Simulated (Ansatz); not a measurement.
# Work function of Nb(110): what the settings cost and change, part 2 of 2

Aim: the work function of Nb(110) against thickness and vacuum, with the cost.

Ansatz 0.2.0; plane-wave DFT, PBE, Ansatz PAW.

So far, work function, upper face (eV): step 2 (slab, setting 1 layer) 4.63; step 8 (slab, 8 atoms) 4.54; step 9 (run, 10 atoms) 4.54; step 10 (slab, 13 atoms) 4.54; step 11 (slab, 7 atoms) 4.52.

## Step 12: Run, 7 atoms

The cell differs from the one that the last finished run ended in (c 24.001 → 28.001 Å).

input.yaml

```yaml
crystal:
  lattice:
    - [2.3334523779, -1.65, 0.0]
    - [2.3334523779, 1.65, 0.0]
    - [0.0, 0.0, 28.0007142675]
  atoms:
    - { symbol: Nb, position: [0.0, 0.0, 0.2499936228] }
    - { symbol: Nb, position: [0.5, 0.5, 0.3333290818] }
    - { symbol: Nb, position: [0.0, 0.0, 0.4166645409] }
    - { symbol: Nb, position: [0.5, 0.5, 0.5] }
    - { symbol: Nb, position: [0.0, 0.0, 0.5833354591] }
    - { symbol: Nb, position: [0.5, 0.5, 0.6666709182] }
    - { symbol: Nb, position: [0.0, 0.0, 0.7500063772] }
kpoints:
  mp_grid: { grid: [15, 15, 1] }
hamiltonian:
  xc: pbe
scf:
  occupations: { method: fermi_dirac, width: 0.1 }
  convergence: { dr2_threshold: 1.0e-09 }
efield:
  axis: 3
  dipole_correction: true
  ramp_position: 0.97
  ramp_width: 0.06
output:
  write_potential: true
  write_density: true
  volumetric_format: npy
```

The run is started by

```bash
ansatz run input.yaml --threads 2 --pin off --max-ram 3072MiB --backend cpu --events-out ev --progress --plain --runs-dir out
```

Wall time 1.7 min (2 threads of Arm Neoverse N1, shared host); peak memory 0.96 GiB; 3.4 min of CPU time.

The work function is 4.542 eV, +0.019 eV from the run “7 layers, 10 Å of vacuum”, at 1.0 times its CPU time.

## Step 13: Run, 7 atoms (run 2)

The cell differs from the one that the last finished run ended in (c 28.001 → 40.001 Å).

input.yaml, the sections that differ from step 12:

```yaml
crystal:
  lattice:
    - [2.3334523779, -1.65, 0.0]
    - [2.3334523779, 1.65, 0.0]
    - [0.0, 0.0, 40.0007142675]
  atoms:
    - { symbol: Nb, position: [0.0, 0.0, 0.3249941967] }
    - { symbol: Nb, position: [0.5, 0.5, 0.3833294645] }
    - { symbol: Nb, position: [0.0, 0.0, 0.4416647322] }
    - { symbol: Nb, position: [0.5, 0.5, 0.5] }
    - { symbol: Nb, position: [0.0, 0.0, 0.5583352678] }
    - { symbol: Nb, position: [0.5, 0.5, 0.6166705355] }
    - { symbol: Nb, position: [0.0, 0.0, 0.6750058033] }
# kpoints, hamiltonian, scf, efield, output: as in step 12
```

Wall time 2.6 min (2 threads); peak memory 1.2 GiB.

The work function is 4.542 eV, +0.000 eV from the run “7 layers, 14 Å of vacuum”, at 1.5 times its CPU time.

## Step 14: Side by side

Times are for 2 threads of Arm Neoverse N1, shared host. The series side by side:

```
no.                   setting  work function, upper face (eV)     time  memory (GiB)
  1                   1 layer                           4.626     14 s          0.45
  2                  2 layers                           4.503     22 s          0.45
  3                  3 layers                           4.563     36 s          0.54
  4                  4 layers                           4.533     48 s          0.65
  5                  5 layers                           4.545     67 s          0.75
  6                  6 layers                           4.542     91 s          0.89
  7                  8 layers                           4.542  2.8 min           1.2
  8                 10 layers                           4.541  4.1 min           1.6
  9                 13 layers                           4.541  7.1 min           2.3
 10  7 layers, 10 Å of vacuum                           4.523  1.7 min          0.85
 11  7 layers, 14 Å of vacuum                           4.542  1.7 min          0.96
 12  7 layers, 26 Å of vacuum                           4.542  2.6 min           1.2
```

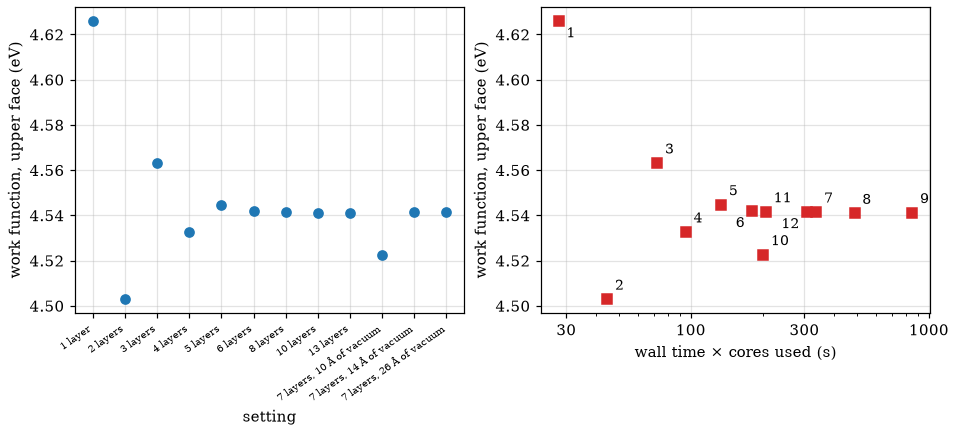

The series as plots; the last panel sets the first result against cost, with the runs numbered as in the table.

## Step 15: Varying the input

System of this step: Nb(110) monolayer. The cell holds 1 atom: 1 Nb. Cell: a = 2.858 Å, b = 2.858 Å, c = 18.000 Å, α = 90.0°, β = 90.0°, γ = 70.5°. Vacuum lies along c.

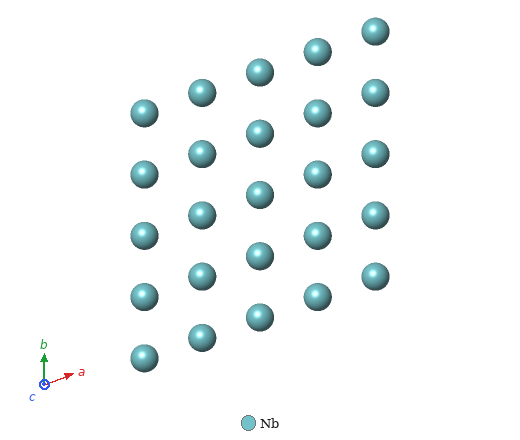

The cell of this step (niobium teal). 4×4×1 cells are drawn. Some periodic images of atoms are drawn too.

An input spoilt on purpose, to show how the run answers: it repeats the earlier run “1 layer” with efield.ramp_position from 0.97 to 0.475, and scf.max_iter set to 60; its output block differs too.

input.yaml, the sections that differ from step 13:

```yaml
crystal:
  lattice:
    - [2.3334523779, -1.65, 0.0]
    - [2.3334523779, 1.65, 0.0]
    - [0.0, 0.0, 18.0]
  atoms:
    - { symbol: Nb, position: [0.0, 0.0, 0.5] }
scf:
  occupations: { method: fermi_dirac, width: 0.1 }
  convergence: { dr2_threshold: 1.0e-09 }
  max_iter: 60
efield:
  axis: 3
  dipole_correction: true
  ramp_position: 0.475
  ramp_width: 0.06
# kpoints, hamiltonian, output: as in step 13
```

The job ended after 0.29 s (2 threads; peak memory 0.23 GiB).

The program refused the input before any cycle.

The program's message: “Error: efield: ion 0 (Nb) at fractional coordinate 0.5000 along the field axis lies inside the sawtooth ramp with 2 of the planes that the density is read on at each end, [0.4590, 0.5510] — the ramp m …”

The fault put into the input: the ramp among the atoms.

## Step 16: Summary of results

```
work function, 1 layer   : 4.626 eV
work function, 2 layers  : 4.503 eV
work function, 6 layers  : 4.542 eV
work function, 13 layers : 4.541 eV
```

In words: The thickest slab gives 4.54 eV, and the settings tried spread the value from 4.50 to 4.63 eV. At 18 Å of vacuum, the slabs from 2 layers on stay within 0.04 eV of the thickest. Going from 10 to 26 Å of vacuum moves it by 0.019 eV. The program marks the value as in doubt in “7 layers, 10 Å of vacuum”. The ladder's slabs use the tabulated experimental lattice constant (two decimals; a low-temperature value for the alkali metals). In 2 runs of the series (7 layers, 10 Å of vacuum and 7 layers, 14 Å of vacuum) the program warns that electrons reach the sawtooth's ramp, which makes dipole and work function less sure.

Computed beside measured:

| quantity | measured | 13 layers |
| --- | --- | --- |
| work function (clean (110) face, a compiled value) (eV) | 4.63 | 4.54 (-0.09 eV) |

Measured values from arxiv:1902.07811 (2019).

Verdict: The work function is off by -0.09 eV: good agreement. The grades are ours: good and fair within 3 and 7 % for the work function. No cell relaxation is part of this session.

[Logs are printed without paths, hosts, clocks, repeated set-up lines and the standing remarks that a program may print on its own settings, such as how far it seeks lower states.]

[Hosts, paths, dates, database ids (printed as entryN), source tags and the programs' standing remarks are cut or masked in the printed files.]

[Maps of the electrostatic potential energy from Ansatz leave out the sawtooth potential of an applied field or a dipole correction, so their vacuum need not be flat; planar profiles and work functions include it.]
